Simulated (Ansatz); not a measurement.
The structure below was relaxed with PBE in Ansatz (plane waves to 420 eV, PAW, no spin-orbit coupling), earlier PAW set.

```
BaZrO3
1.0
    4.22720     0.00000     0.00000
    0.00000     4.22720     0.00000
    0.00000     0.00000     4.22720
Ba Zr O
1 1 3
Direct
  0.00000   0.00000   0.00000
  0.50000   0.50000   0.50000
  0.00000   0.50000   0.50000
  0.50000   0.50000   0.00000
  0.50000   0.00000   0.50000
```

Task: Find the space group and the Wyckoff positions.

Result: Space group Pm-3m (No. 221); a = b = c = 4.227 Å, α = β = γ = 90.00°

```json
[
 {"atom": "Ba", "site": "1a", "symmetry": "m-3m", "x": "0.0000", "y": "0.0000", "z": "0.0000"},
 {"atom": "Zr", "site": "1b", "symmetry": "m-3m", "x": "0.5000", "y": "0.5000", "z": "0.5000"},
 {"atom": "O", "site": "3c", "symmetry": "4/mm.m", "x": "0.0000", "y": "0.5000", "z": "0.5000"}
]
```

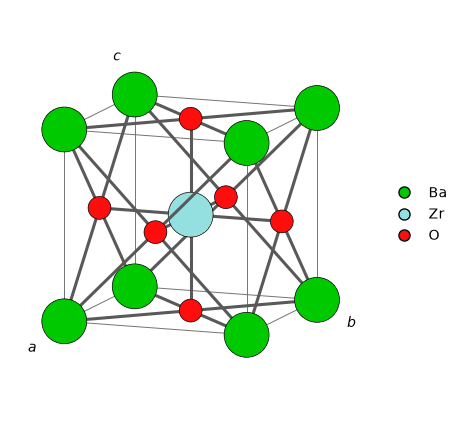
Fig. 1. The conventional cell

Whether these cells are dynamically stable was not tested. The cell was made from BaTiO3 by this change: Ti → Zr. Many cubic perovskites are stable only at high temperature; tilts and polar distortions were not tested.

Ansatz is an electronic-structure program.
